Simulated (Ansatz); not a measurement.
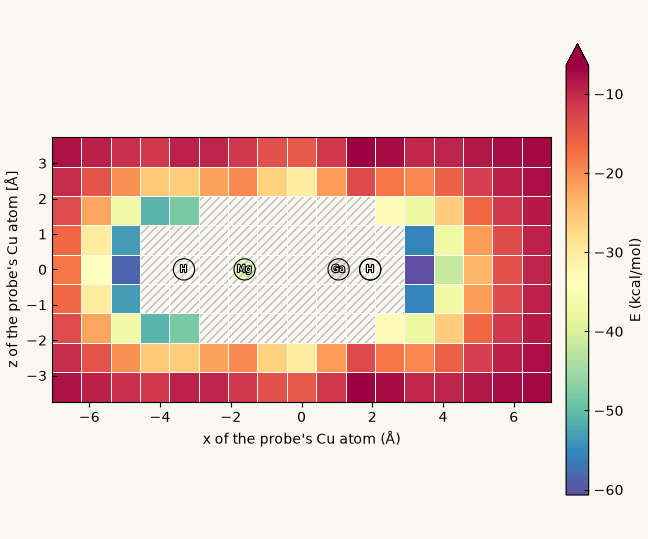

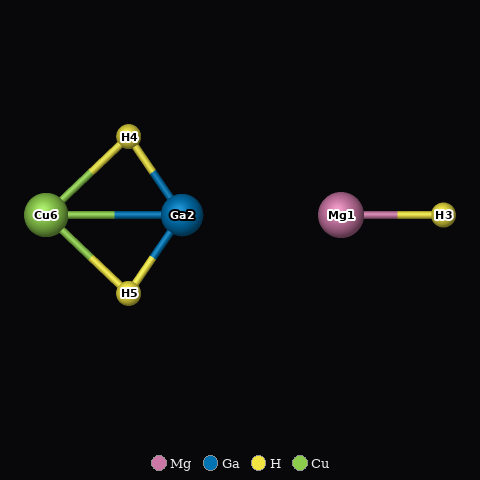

Energy landscape of GaH₃Mg (SMILES [MgH][GaH2]) with the probe Cu+. 
- The probe is moved over the plane through the molecule's long axis and the normal of its main plane.
- Coordinates scanned: (1) x of the probe's Cu atom; (2) z of the probe's Cu atom.
- Nothing is relaxed (molecule and probe rigid).
- Grid: 17 × 9 points; 61 points were computed and 53 follow by symmetry. At 39 points there is no value (left out of the scan, as a rule where atoms come close).
- Points are written as (first, second).
- All energies are given in kcal/mol relative to molecule and probe far apart, each relaxed in its own basis (no counterpoise correction).
- Energies and slopes of some neighbouring points disagree (a jump in structure or state, or too coarse a mesh).
- Level of theory: RKS PBE0-D4/def2-SVP in Ansatz.

In the figure: one coloured cell a grid point, labelled circles for the molecule's atoms, projected on the plane, one colour for all values above the top of the scale, hatched blanks where no value was computed. The second picture is the structure at the lowest point.

Describe this landscape.

The lowest grid point is at (3.32 Å, 0.00 Å) [nearest 2 H at 1.91 Å], −60.7 kcal/mol from molecule and probe far apart, each relaxed in its own basis (no counterpoise correction). The highest grid point, (1.66 Å, −3.32 Å) [nearest 1 Ga at 3.38 Å], lies 54.3 kcal/mol above the lowest.

Each point was launched as `ansatz run input.yaml --threads 1 --pin off --max-ram 2560MiB --backend cpu --events-out ev --progress --plain --runs-dir out`. Time for the 61 points that were run: 7 min on 1 thread of Arm Neoverse V1, with other jobs on the host.
